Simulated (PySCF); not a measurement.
System: C4H7FOSi.

Input file:

```
{"job": {"kind": "uv", "xc": "PBE0", "basis": "def2-SVPD", "nstates": 8, "ntriplets": 3}, "charge": 0, "multiplicity": 1}
O      0.358073     0.594326    -1.246309
C      0.343634     0.072851    -0.150221
C      1.579561    -0.263057     0.584059
C      2.768400    -0.001137     0.056235
F      3.908268    -0.286573     0.681185
C     -0.945511    -0.261463     0.522812
Si    -2.349427     0.286489    -0.652531
H      1.491212    -0.724877     1.555551
H      2.918495     0.458669    -0.911040
H     -0.984594     0.241730     1.490211
H     -0.969178    -1.330956     0.737857
H     -2.245951    -0.465169    -1.897607
H     -2.266967     1.728953    -0.848736
H     -3.606693    -0.050258     0.026499
```

Run with:

```sh
OMP_NUM_THREADS=1 python probes_run.py task.json out
```

Geometry: GFN2-xTB.

All numbers below come from PySCF 2.14.0, PBE0/def2-SVPD, SCF density, gas phase.

Question: Predict the electron density and electron localisation function between the atoms.

Answer: C–O (1.21 Å): ρ at the midpoint is about 3.3 e/Å³; the ELF peaks at about 0.85 between the atoms (a multiple bond).
C–C (1.33 Å): ρ at the midpoint is about 2.3 e/Å³; the ELF peaks at about 0.95 between the atoms: a multiple bond.
C–F (1.33 Å): ρ is about 2.4 e/Å³ halfway; the ELF peaks at about 0.85 between the atoms: a polar covalent bond.
C–Si (1.91 Å): ρ is about 0.9 e/Å³ halfway; the ELF peaks at about 0.95 between the atoms, as expected for a shared electron pair.

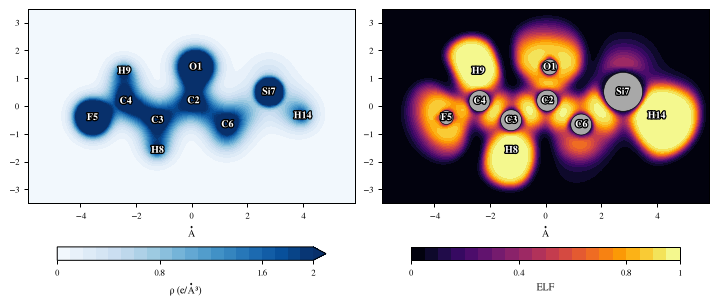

Computed electron density and electron localisation function on the plane of atoms C3, C2 and C6, in this order. Grey discs cover the atomic cores in the ELF map. 
